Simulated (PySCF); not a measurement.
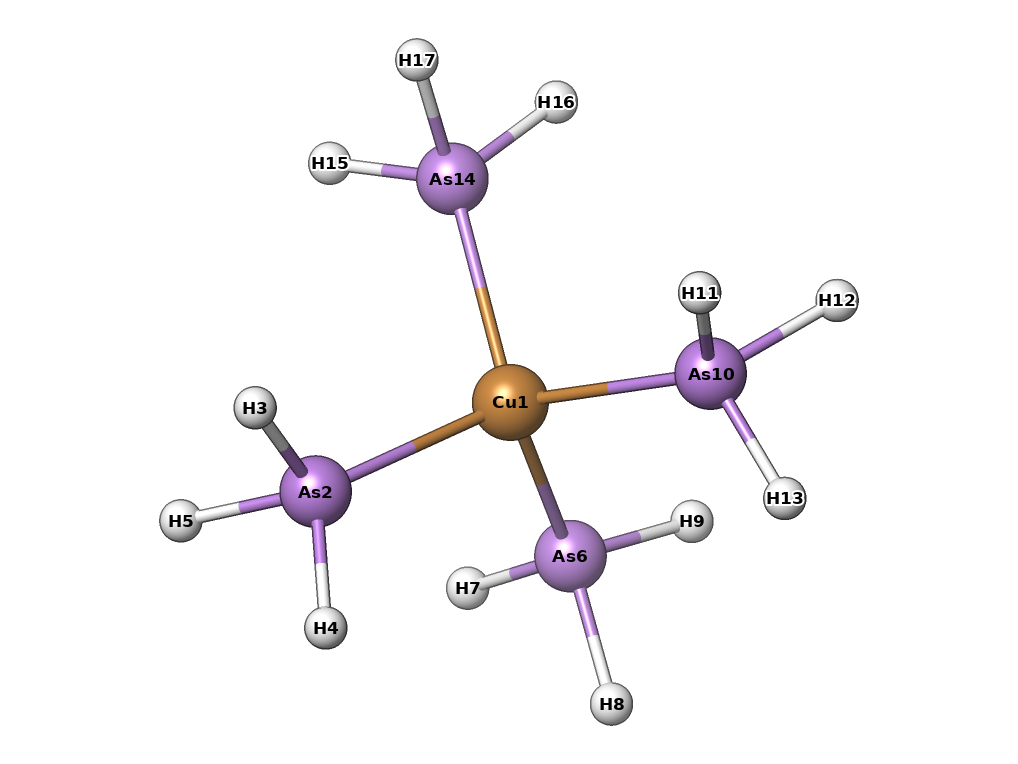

The species has charge +1 and is a spin singlet. Computed geometry: PBE0-D3(BJ)/def2-SVP optimisation. No frequency run is at hand to confirm it as a minimum. Method: delta-SCF UKS SCAN, pcX-2 on the ionised atom (unc-x2c-TZVPall on a metal), pcseg-1 elsewhere, spin-free X2C (PySCF 2.14.0).

Give the core-electron binding energies (to vacuum; p and d levels without spin–orbit splitting) of Cu1 2p.

```tsv
atom	level	binding energy (eV)
Cu1	2p	948.3
```
